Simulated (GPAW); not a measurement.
# F K-edge XANES of KCrF3 (C2/m), part 2 of 3

What does one-electron theory with a core hole give for the F K edge of KCrF3 (C2/m)?

GPAW 26.7.0; X-ray absorption from dipole matrix elements to empty bands, plane-wave PAW LDA+U.

So far. Step 2 (The field without a hole): The mesh shows a gap of 2.17 eV, so the hole is first treated in a charged cell, without the excited electron.

## Step 4: Spectrum with FCH, F atom 5

The holes are 5.8 Å apart. In GPAW the data set carries the hole's charge, so charge=0 means a charged cell and charge=-1 a neutral one. The excited electron is left out and a uniform background balances the charge. After the field has converged, empty bands are computed with the density fixed and the dipole matrix elements are summed.

The absorber has 1 Cr at 2.00 Å and 1 Cr at 2.02 Å (bent, 166°, site symmetry m).

The input, xas.py:

```python
import numpy as np
from ase import Atoms
from ase.parallel import parprint, paropen
from gpaw import GPAW, PW, FermiDirac, Mixer, MixerDif, setup_paths
from gpaw.test import gen
setup_paths.insert(0, '.')
gen('F', name='fch1s', xcname='LDA', corehole=(1, 0, 1), write_xml=True)
from gpaw.mpi import world
world.barrier()

atoms = Atoms('Cr2K2F6',
    cell=[[3.98186786, 0, -4.25345723],
     [-3.99466025, 0, -4.25345723],
     [-3.98826406, 4.287735, 0]],
    scaled_positions=[[0, 0.5, 0],
     [0.5, 0, 0],
     [0.2516, 0.7484, 0.5032],
     [0.7484, 0.2516, 0.4968],
     [0.278, 0.28, 0],
     [0.722, 0.72, 0],
     [0.2305, 0.2695, 0.461],
     [0.7695, 0.7305, 0.539],
     [0.239, 0.798, 0],
     [0.761, 0.202, 0]],
    magmoms=[3.0, 3.0, 0.0, 0.0, 0.0, 0.0, 0.0, 0.0, 0.0, 0.0],
    pbc=True)
atoms.calc = calc = GPAW(legacy_gpaw=True, mode=PW(500, force_complex_dtype=True), xc='LDA', setups={'Cr': ':d,3', 4: 'fch1s'},
    kpts={'size': (3, 3, 3), 'gamma': True}, occupations=FermiDirac(0.02),
    charge=0, mixer=MixerDif(0.05, 8, 50), maxiter=150,
    convergence={'density': 0.0001, 'eigenstates': 1e-6}, txt='scf.txt')
energy = atoms.get_potential_energy() + calc.get_reference_energy()
ef = calc.get_fermi_level()
out = dict(energy=energy, fermi=ef, forces=atoms.get_forces().tolist(), magmoms=atoms.get_magnetic_moments().tolist())
parprint(f'all-electron energy {energy:.4f} eV, Fermi level {ef:.4f} eV')
ev = np.array([[calc.get_eigenvalues(k, s) for k in range(len(calc.get_ibz_k_points()))] for s in range(calc.get_number_of_spins())])
out['homo'], out['lumo'], out['counts'] = ev[ev < ef].max(), ev[ev > ef].min(), sorted(set((ev < ef).sum((0, 2)).tolist()))
out['filled'] = (ev[:, 0] < ef).sum(1).tolist()

from ase.units import Ha
from gpaw.xas import dipole_matrix_elements
nb = int(calc.get_number_of_electrons() / 2) + 100
top, nb = nb, nb + 8 + nb // 12
nscf = calc.fixed_density(kpts={'size': (4, 4, 4), 'gamma': True}, nbands=nb,
    convergence={'bands': top, 'eigenstates': 5e-3}, maxiter=60, txt='nscf.txt')
cell = atoms.cell.array
ops = [cell.T @ U.T @ np.linalg.inv(cell.T) for U in nscf.wfs.kd.symmetry.op_scc]
filled = [40, 32]  # bands filled in the ground state, by spin
E = np.arange(-6, 34, 0.1)
fwhm = np.interp(E, [4, 25], [0.9, 3.5])
Y, X, zero, highest = 0, 0, 1e9, 1e9
for spin in range(nscf.get_number_of_spins()):
    wfs = nscf.wfs
    mine = wfs.bd.get_slice()  # this rank's bands
    A = dipole_matrix_elements(wfs.setups[4])
    eps = np.zeros((wfs.kd.nibzkpts, nb))
    d = np.zeros((3, A.shape[1], wfs.kd.nibzkpts, nb), complex)
    for kpt in wfs.kpt_u:
        if kpt.s == spin and 4 in kpt.P_ani:
            eps[kpt.k, mine] = kpt.eps_n * Ha
            d[:, :, kpt.k, mine] = (kpt.weight * wfs.nspins / 2) ** 0.5 * np.inner(A, kpt.P_ani[4])
    world.sum(eps)
    world.sum(d)
    T = np.einsum('amkn,bmkn->abkn', d, d.conj()).real
    T = sum(np.einsum('ai,ijkn,bj->abkn', R, T, R) for R in ops) / len(ops)
    empty = np.ones_like(eps, bool) & (np.arange(nb) >= filled[spin])
    zero, highest = min(zero, eps[empty].min()), min(highest, eps[:, top - 1].min())
    lines = [(eps, T, empty)] if spin == 0 else lines + [(eps, T, empty)]
for eps, T, empty in lines:
    f = np.einsum('aakn->akn', T).reshape(3, -1)
    x = eps.ravel() - zero
    w = np.interp(x, E, fwhm) / 2.35482
    g = np.exp(-0.5 * ((E[:, None] - x) / w) ** 2) / (w * (2 * np.pi) ** 0.5)
    Y = Y + (f * empty.ravel()) @ g.T
    X = X + (f * ~empty.ravel()) @ g.T
out.update(E=E.round(2).tolist(), xas=Y.tolist(), xes=X.tolist(), zero=zero, valid=highest - zero, nk=len(eps), nb=nb)
for i in range(0, len(E), 10):
    parprint(f'{E[i]:7.2f}', *(f'{v:10.3e}' for v in Y[:, i]))
import json
with paropen('out.json', 'w') as f:
    json.dump(out, f)
```

Run with:

```console
> OMP_NUM_THREADS=1 mpirun -n 4 gpaw python xas.py
```

Numbers of over 12 decimals in the logs are rounded to 6 here.

The log of the run:

```text
Input parameters:
  convergence: {density: 0.0001,
                eigenstates: 1e-06}
  kpts: {gamma: True,
         size: (3, 3, 3)}
  maxiter: 150
  mixer: {backend: pulay,
          beta: 0.05,
          method: difference,
          nmaxold: 8,
          weight: 50}
  mode: {ecut: 500.0,
         force_complex_dtype: True,
         name: pw}
  occupations: {fixmagmom: False,
                name: fermi-dirac,
                width: 0.02}
  setups: {4: fch1s,
           Cr: :d,3}

Initialize ...

[... PAW data sets ...]

Reference energy: -105225.138554  # eV

Spin-polarized calculation.
Initial magnetic moment: 6.000000

[... convergence settings ...]
Symmetries present (total): 1
  [... symmetry matrices ...]

27 k-points: 3 x 3 x 3 Monkhorst-Pack grid
14 k-points in the irreducible part of the Brillouin zone
       k-points in crystal coordinates                weights
   0:     0.00000000    0.00000000    0.00000000          1/27
   1:     0.00000000    0.00000000    0.33333333          2/27
   2:     0.00000000    0.33333333   -0.33333333          2/27
   3:     0.00000000    0.33333333    0.00000000          2/27
   4:     0.00000000    0.33333333    0.33333333          2/27
   5:     0.33333333   -0.33333333   -0.33333333          2/27
   6:     0.33333333   -0.33333333    0.00000000          2/27
   7:     0.33333333   -0.33333333    0.33333333          2/27
   8:     0.33333333    0.00000000   -0.33333333          2/27
   9:     0.33333333    0.00000000    0.00000000          2/27
          ...
  13:     0.33333333    0.33333333    0.33333333          2/27

Wave functions: Plane wave expansion
  Cutoff energy: 500.000 eV
  Number of coefficients (min, max): 3667, 3710
  Pulay-stress correction: 0.000000 eV/Ang^3 (de/decut=0.000000)
  Using FFTW library
  Wavefunction extrapolation:
    Improved wavefunction reuse through dual PAW basis

Occupation numbers: Fermi-Dirac:
  width: 0.0200  # eV

Eigensolver
   Davidson(niter=2)

Densities:
  Coarse grid: 32*32*32 grid
  Fine grid: 64*64*64 grid
  Total Charge: 1.000000

Density mixing:
  Method: difference
  Backend: pulay
  Linear mixing parameter: 0.05
  old densities: 8
  Width of damping distribution: 1.1
  Damping of long wavelength oscillations: 50

[... Hamiltonian set-up ...]
Number of atoms: 10
Number of atomic orbitals: 52
Number of bands in calculation: 51
Number of valence electrons: 72
Bands to converge: occupied

... initialized

Initializing position-dependent things.

Density initialized from atomic densities
Creating initial wave functions:
  51 bands from LCAO basis set

             F
            Cr   F    Cr
         K        K

           F          F
             F
                 F

Atomic positions and initial magnetic moments

Positions:
   0 Cr    -1.997330    0.000000   -2.126729    ( 0.0000,  0.0000,  3.0000)
   1 Cr     1.990934    0.000000   -2.126729    ( 0.0000,  0.0000,  3.0000)
   2 K     -3.994660    2.157588   -4.253457    ( 0.0000,  0.0000,  0.0000)
   3 K     -0.006396    2.130147   -4.253457    ( 0.0000,  0.0000,  0.0000)
   4 F     -0.011546    0.000000   -2.373429    ( 0.0000,  0.0000,  0.0000)
   5 F     -0.001247    0.000000   -6.133485    ( 0.0000,  0.0000,  0.0000)
   6 F     -1.997330    1.976646   -2.126729    ( 0.0000,  0.0000,  0.0000)
   7 F     -2.003726    2.311089   -6.380186    ( 0.0000,  0.0000,  0.0000)
   8 F     -2.236072    0.000000   -4.410835    ( 0.0000,  0.0000,  0.0000)
   9 F      2.223280    0.000000   -4.096079    ( 0.0000,  0.0000,  0.0000)

Unit cell:
           periodic     x           y           z      points  spacing
  1. axis:    yes    3.981868    0.000000   -4.253457    32     0.1504
  2. axis:    yes   -3.994660    0.000000   -4.253457    32     0.1505
  3. axis:    yes   -3.988264    4.287735    0.000000    32     0.1340

  Lengths:   5.826420   5.835170   5.855845
[...]
iter:  44   -89.719724c  -6.26c -3.64    +8.0000
iter:  45   -89.719708c  -5.16  -3.68    +8.0000
iter:  46   -89.719816c  -5.06  -3.79    +8.0000
iter:  47   -89.719809c  -5.69  -4.05c   +8.0000
iter:  48   -89.719830c  -5.47  -4.22c   +8.0000
iter:  49   -89.719852c  -5.88  -4.24c   +8.0000
iter:  50   -89.719852c  -6.27c -4.45c   +8.0000

Converged after 50 iterations.

Dipole moment: (-0.007862, -0.000000, 1.040557) |e|*Ang

Total magnetic moment: (0.000000, 0.000000, 8.000000)
Local magnetic moments:
   0 Cr ( 0.000000,  0.000000,  3.569439)
   1 Cr ( 0.000000,  0.000000,  3.573610)
   2 K  ( 0.000000,  0.000000,  0.000506)
   3 K  ( 0.000000,  0.000000,  0.000506)
   4 F  ( 0.000000,  0.000000, -0.084909)
   5 F  ( 0.000000,  0.000000,  0.016534)
   6 F  ( 0.000000,  0.000000,  0.020067)
   7 F  ( 0.000000,  0.000000,  0.020068)
   8 F  ( 0.000000,  0.000000,  0.019797)
   9 F  ( 0.000000,  0.000000,  0.020492)

Energy contributions relative to reference atoms: (reference = -105225.138554)

Kinetic:        +43.553398
Potential:      -63.624999
External:        +0.000000
XC:             -69.899045
Entropy (-ST):   -0.000000
Local:           +0.250794
SIC:             +0.000000
--------------------------
Free energy:    -89.719852
Extrapolated:   -89.719852

Spin contamination: 1.459111 electrons
Showing only first 2 kpts
                      Up                     Down
 Kpt  Band  Eigenvalues  Occupancy  Eigenvalues  Occupancy
  0    34      1.69870    1.00000      7.85119    0.00000
  0    35      2.38029    1.00000      7.95410    0.00000
  0    36      2.42303    1.00000      8.29475    0.00000
  0    37      2.51889    1.00000      8.48456    0.00000

  1    34      2.07255    1.00000      8.17185    0.00000
  1    35      2.15793    1.00000      8.22387    0.00000
  1    36      2.31279    1.00000      8.30308    0.00000
  1    37      2.36071    1.00000      8.43769    0.00000

Fermi level: 4.30985

Gap: 2.087 eV
Transition (v -> c):
  (s=0, k=11, n=39, [0.33, 0.33, -0.33]) -> (s=0, k=0, n=40, [0.00, 0.00, 0.00])
Direct/indirect transitions are different
Direct gap: 2.277 eV
Transition at: (s=0, k=11, n=39, [0.33, 0.33, -0.33])

Forces in eV/Ang:
  0 Cr   -3.06161   -0.00001    0.34012
  1 Cr    3.02764    0.00001    0.31589
  2 K     0.00071   -0.16359   -0.09775
  3 K     0.00069    0.16359   -0.09775
  4 F     0.16572    0.00007   -0.37154
  5 F    -0.15533   -0.00004    0.12648
  6 F     0.13715    0.03386   -0.05112
  7 F     0.13710   -0.03388   -0.05115
  8 F    -0.02645    0.00001   -0.18271
  9 F    -0.22478   -0.00001    0.06995
Scalar-relativistic atomic LDA calculation for F (Fluorine, Z=9)
Core hole in 1s state (1s occupation: 1.0)
300 radial gridpoints.
|------------------------------------------------|
|------------------------------------------------|
[... the atom generator's iteration count ...]

Energy contributions:
-------------------------
Kinetic:      +73.074518
XC:            -7.529720
Potential:   -138.883139
-------------------------
Total:        -73.338341

state      eigenvalue         ekin         rmax
-----------------------------------------------
1s^1.0 :   -27.508849    38.870947        0.112
2s^2.0 :    -1.877741     5.094802        0.712
2p^5.0 :    -1.212468     4.802793        0.605
-----------------------------------------------
(units: Bohr and Hartree)

Generating PAW setup
Kinetic energy of the core from tauc = 38.910803
Cutoffs:
rc(s)=1.200
rc(p)=1.200
rc(d)=1.200
rc(vbar)=1.080
rc(comp)=1.200
rc(nct)=1.200

Kinetic energy of the core states: 38.870947
Charge: 1.0
Core electrons: 1.0
Valence electrons: 7.0
Pseudo-core charge: 0.000102
Shape function alpha=6.944
Pseudo-electron charge 5.398325
state    eigenvalue         norm
--------------------------------
2s(2) :    -1.877741     1.039630
*s    :    -0.877741
2p(5) :    -1.212468     0.663793
*p    :    -0.212468
*d    :     0.000000
--------------------------------

Diagonalizing with gridspacing h=0.050

state   all-electron     PAW
-------------------------------
2s:      -1.877741    -1.879888
2p:      -1.212468    -1.215269
*d:                   -0.058611
*f:                   -0.013370
-------------------------------
all-electron energy -105314.8584 eV, Fermi level 4.3099 eV
  -6.00  2.331e-62  5.674e-67  2.354e-61
  -5.00  5.750e-46  7.804e-50  5.387e-45
  -4.00  1.783e-32  1.294e-35  1.325e-31
  -3.00  9.551e-22  2.869e-24  3.610e-21
  -2.00  1.055e-13  9.277e-16  1.242e-13
  -1.00  2.209e-08  4.402e-10  8.090e-09
  -0.00  1.368e-05  3.369e-07  1.705e-06
[...]
31.00  8.771e-05  5.774e-05  7.404e-05
  32.00  9.170e-05  5.674e-05  7.652e-05
  33.00  9.187e-05  5.879e-05  7.773e-05
```

Wall time 1.9 min (4 MPI ranks of AMD EPYC 9R14 (Zen 4), shared host); peak memory 0.67 GiB.

The F K spectrum, F atom 5, full core hole (charged cell) (energy from the lowest empty level; intensity scaled to a mean of 1 over the first 20 eV; polarised curves are means over the symmetry-equivalent atoms):

| E (eV) | isotropic | ε ∥ x | ε ∥ y | ε ∥ z |
| --- | --- | --- | --- | --- |
| -2.0 | 0.00 | 0.00 | 0.00 | 0.00 |
| -0.5 | 0.01 | 0.02 | 0.00 | 0.00 |
| 1.0 | 0.64 | 1.76 | 0.06 | 0.08 |
| 2.5 | 1.49 | 0.78 | 1.90 | 1.78 |
| 4.0 | 1.67 | 2.62 | 1.17 | 1.22 |
| 5.5 | 1.64 | 1.63 | 1.56 | 1.72 |
| 7.0 | 1.12 | 1.55 | 0.98 | 0.83 |
| 8.5 | 1.38 | 2.42 | 0.90 | 0.82 |
| 10.0 | 0.89 | 1.24 | 0.70 | 0.72 |
| 11.5 | 0.55 | 0.89 | 0.32 | 0.44 |
| 13.0 | 0.49 | 0.55 | 0.43 | 0.48 |
| 14.5 | 0.82 | 0.41 | 1.17 | 0.87 |
| 16.0 | 1.06 | 0.40 | 1.52 | 1.26 |
| 17.5 | 0.98 | 0.52 | 1.05 | 1.37 |
| 19.0 | 0.81 | 0.56 | 0.71 | 1.18 |
| 20.5 | 0.71 | 0.50 | 0.73 | 0.89 |
| 22.0 | 0.83 | 0.66 | 0.95 | 0.88 |
| 23.5 | 1.06 | 1.05 | 1.17 | 0.96 |
| 25.0 | 1.18 | 1.29 | 1.30 | 0.95 |
| 26.5 | 1.10 | 1.23 | 1.18 | 0.88 |
| 28.0 | 1.02 | 1.15 | 1.01 | 0.90 |
| 29.5 | 1.08 | 1.23 | 0.95 | 1.05 |
| 31.0 | 1.14 | 1.37 | 0.90 | 1.16 |

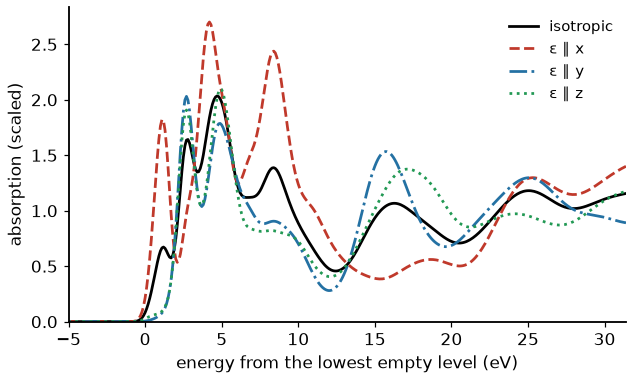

The F K edge, F atom 5, full core hole (charged cell): main maxima at 2.8, 4.7 and 8.4 eV.

Main maxima below 24 eV (height): 1.2 eV (0.67), 2.8 eV (1.64), 4.7 eV (2.03), 8.4 eV (1.39) and 16.3 eV (1.07). A K edge sees empty p states; the first features are F p mixed into the empty d states of the Cr neighbours, and the broad ones above probably into the cations' higher empty bands.

The hole costs E(hole) − E(ground) = 674.72 eV, and the lowest empty level of the hole cell on the spectrum's mesh lies at 5.50 eV, which puts the zero at 680.23 eV. The functional and the charged cell's background leave an error in such absolute values: in the free atom LDA prices this hole 4.7 eV below PBE (computed apart), and PBE is itself good to a few eV.

## Step 5: Spectrum with FCH, F atom 7

The holes are 5.8 Å apart. The excited electron is left out and a uniform background balances the charge. After the field has converged, empty bands are computed with the density fixed and the dipole matrix elements are summed.

The absorber has 1 Cr at 1.98 Å and 1 Cr at 2.31 Å (linear, site symmetry 2).

Edit xas.py of step 4 so:

```diff
@@ -26,3 +26,3 @@
     pbc=True)
-atoms.calc = calc = GPAW(legacy_gpaw=True, mode=PW(500, force_complex_dtype=True), xc='LDA', setups={'Cr': ':d,3', 4: 'fch1s'},
+atoms.calc = calc = GPAW(legacy_gpaw=True, mode=PW(500, force_complex_dtype=True), xc='LDA', setups={'Cr': ':d,3', 6: 'fch1s'},
     kpts={'size': (3, 3, 3), 'gamma': True}, occupations=FermiDirac(0.02),
@@ -53,3 +53,3 @@
     mine = wfs.bd.get_slice()  # this rank's bands
-    A = dipole_matrix_elements(wfs.setups[4])
+    A = dipole_matrix_elements(wfs.setups[6])
     eps = np.zeros((wfs.kd.nibzkpts, nb))
@@ -57,5 +57,5 @@
     for kpt in wfs.kpt_u:
-        if kpt.s == spin and 4 in kpt.P_ani:
+        if kpt.s == spin and 6 in kpt.P_ani:
             eps[kpt.k, mine] = kpt.eps_n * Ha
-            d[:, :, kpt.k, mine] = (kpt.weight * wfs.nspins / 2) ** 0.5 * np.inner(A, kpt.P_ani[4])
+            d[:, :, kpt.k, mine] = (kpt.weight * wfs.nspins / 2) ** 0.5 * np.inner(A, kpt.P_ani[6])
     world.sum(eps)
```

The log of the run:

```text
Input parameters:
  convergence: {density: 0.0001,
                eigenstates: 1e-06}
  kpts: {gamma: True,
         size: (3, 3, 3)}
  maxiter: 150
  mixer: {backend: pulay,
          beta: 0.05,
          method: difference,
          nmaxold: 8,
          weight: 50}
  mode: {ecut: 500.0,
         force_complex_dtype: True,
         name: pw}
  occupations: {fixmagmom: False,
                name: fermi-dirac,
[...]
2s:      -1.877741    -1.879888
2p:      -1.212468    -1.215269
*d:                   -0.058611
*f:                   -0.013370
-------------------------------
all-electron energy -105315.3725 eV, Fermi level 4.6151 eV
  -6.00  7.132e-66  7.207e-62  3.048e-65
  -5.00  4.439e-49  2.171e-45  1.887e-48
  -4.00  3.263e-35  8.779e-32  1.309e-34
  -3.00  3.483e-24  5.022e-21  1.095e-23
[...]
32.00  6.939e-05  7.860e-05  4.904e-05
  33.00  6.330e-05  7.554e-05  5.165e-05
[key lines of the parts left out:]
Converged after 35 iterations.
Dipole moment: (-0.016636, -0.054605, 1.177753) |e|*Ang
Free energy:    -90.233915
Fermi level: 4.61508
```

Wall time 1.7 min (4 MPI ranks); peak memory 0.67 GiB; 6.7 min of CPU time.

The F K spectrum, F atom 7, full core hole (charged cell) (energy from the lowest empty level; intensity scaled to a mean of 1 over the first 20 eV; polarised curves are means over the symmetry-equivalent atoms):

| E (eV) | isotropic | ε ∥ x | ε ∥ y | ε ∥ z |
| --- | --- | --- | --- | --- |
| -2.0 | 0.00 | 0.00 | 0.00 | 0.00 |
| -0.5 | 0.01 | 0.00 | 0.04 | 0.00 |
| 1.0 | 0.42 | 0.14 | 0.99 | 0.13 |
| 2.5 | 1.59 | 1.52 | 1.23 | 2.01 |
| 4.0 | 2.13 | 1.75 | 2.90 | 1.74 |
| 5.5 | 1.51 | 1.59 | 1.17 | 1.76 |
| 7.0 | 1.04 | 0.86 | 1.48 | 0.76 |
| 8.5 | 1.21 | 0.76 | 2.06 | 0.81 |
| 10.0 | 0.84 | 0.85 | 1.01 | 0.66 |
| 11.5 | 0.44 | 0.50 | 0.57 | 0.24 |
| 13.0 | 0.43 | 0.43 | 0.48 | 0.38 |
| 14.5 | 0.75 | 0.93 | 0.31 | 1.02 |
| 16.0 | 1.07 | 1.42 | 0.43 | 1.37 |
| 17.5 | 1.11 | 1.53 | 0.56 | 1.25 |
| 19.0 | 0.83 | 1.02 | 0.51 | 0.97 |
| 20.5 | 0.75 | 0.72 | 0.65 | 0.87 |
| 22.0 | 0.91 | 0.69 | 1.00 | 1.04 |
| 23.5 | 1.14 | 0.87 | 1.29 | 1.26 |
| 25.0 | 1.26 | 1.04 | 1.40 | 1.34 |
| 26.5 | 1.19 | 1.03 | 1.38 | 1.16 |
| 28.0 | 1.15 | 1.03 | 1.43 | 0.98 |
| 29.5 | 1.14 | 1.14 | 1.42 | 0.87 |
| 31.0 | 1.08 | 1.16 | 1.31 | 0.78 |

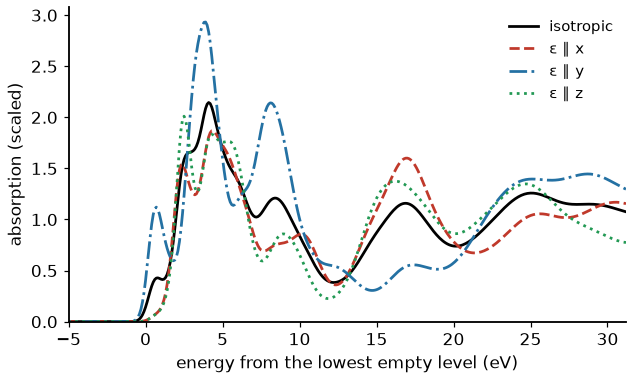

The F K edge, F atom 7, full core hole (charged cell): main maxima at 4.1, 8.4 and 16.9 eV.

Main maxima below 24 eV (height): 4.1 eV (2.15), 8.4 eV (1.21) and 16.9 eV (1.16). 

The hole costs E(hole) − E(ground) = 674.21 eV, and the lowest empty level of the hole cell on the spectrum's mesh lies at 5.78 eV, which puts the zero at 679.99 eV.

(Continued in part 3 of 3.)

[Banner, clock and machine lines of the logs are left out without a mark of their own.]

[Logs are printed without paths, hosts, clocks, repeated set-up lines and the standing remarks that a program may print on its own settings, such as how far it seeks lower states.]

[Hosts, paths, dates, database ids (printed as entryN), source tags and the programs' standing remarks are cut or masked in the printed files.]

[Lists of maxima count a maximum above −3 eV only where it reaches 4 % of the highest in the window and stands out from its surroundings by 2 % of it (1.5 % where it reaches 55 %); shoulders and weaker maxima are passed over, and of the rest the first, up to two pre-edge ones and the few strongest are named.]
